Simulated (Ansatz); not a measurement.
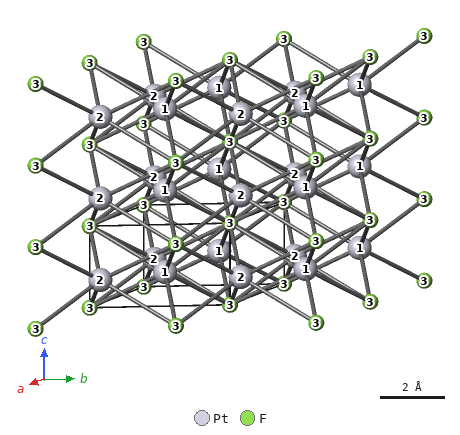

Crystalline Pt2F (a generated structure, set up in P6/mmm) (coarse preliminary run), before the relaxation. A ball-and-stick model of the cell of the calculation, repeated 2 × 2 × 3 with one cell outlined, seen from a free direction.

Computed with Ansatz 0.2.0, DFT PBE, scalar-relativistic, plane waves, PAW.

Input file:
```yaml
crystal:
  lattice:
    - [4.4399144767, 0.0, 0.0]
    - [-2.2199572384, 3.8450787275, 0.0]
    - [0.0, 0.0, 2.5926866657]
  atoms:
    - { symbol: Pt, position: [0.3333333333, 0.6666666667, 0.5] }
    - { symbol: Pt, position: [0.6666666667, 0.3333333333, 0.5] }
    - { symbol: F, position: [0.0, 0.0, 0.0] }
basis:
  ecutwfc: 420
kpoints:
  mp_grid: { grid: [6, 6, 6] }
hamiltonian:
  xc: pbe
scf:
  occupations: { method: gaussian, width: 0.1 }
  lower_state_search: "off"
output:
  forces: true
  stress: true
  eigenvalues: true
relax:
  adjacent_minimum: "off"
  f_tol: 0.04
  max_steps: 70
  cell: { stress_tol: 0.4 }
```

Launched with:
```bash
ansatz run input.yaml --threads 1 --pin off --max-ram 2048MiB --backend cpu --events-out ev --progress --plain --runs-dir out
```

**Predict the outcome.**

The atoms keep their places relative to the cell (all moves are under 0.005 Å). Cell: a = b 4.440 → 4.419 Å (−0.5 %), c 2.593 → 2.650 Å (+2.2 %). Volume +1.3 %. Near-neighbour distances that change, for instance: Pt1–Pt1 2.593 → 2.650 Å, Pt1–Pt2 2.563 → 2.551 Å. The space group stays P6/mmm (No. 191). After 3 accepted moves (4 points after the start) the energy has fallen by 8.6 meV per atom. All forces vanish by symmetry, so only the cell relaxes. The pressure goes from 2.29 to 0.07 GPa. The SCF was repeated once at an unchanged geometry on a basis and grid sized afresh for the cell, which shifted the energy by 0.5 meV per atom at most. The run took 18 s on 1 thread of Arm Neoverse N1, with other jobs on the host, peak memory 0.31 GiB.

History of the run:

| step | E − E(0), meV/atom | pressure, GPa | volume, Å³/atom | note |
| --- | --- | --- | --- | --- |
| 0 | 0.00 | 2.29 | 14.754 |  |
| 1 | -5.52 | -1.91 | 15.126 |  |
| 2 | -8.03 | -0.22 | 14.962 |  |
| 3 | -8.11 | 0.01 | 14.940 |  |
| 4 | -8.62 | 0.07 | 14.940 | same geometry, new basis |

The structure at the end:

```
Pt F
1.0
     4.41923    0.00000    0.00000
    -2.20962    3.82717    0.00000
     0.00000    0.00000    2.65009
Pt F
2 1
Direct
  0.33333 0.66667 0.50000
  0.66667 0.33333 0.50000
  0.00000 0.00000 0.00000
```

The end point in the same view:

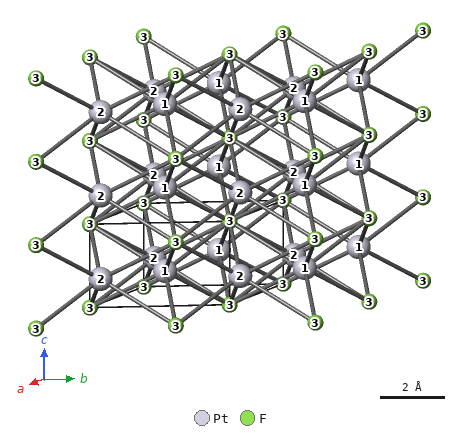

Limits of the set-up: the k-point mesh is coarse for a cell with partly filled bands.
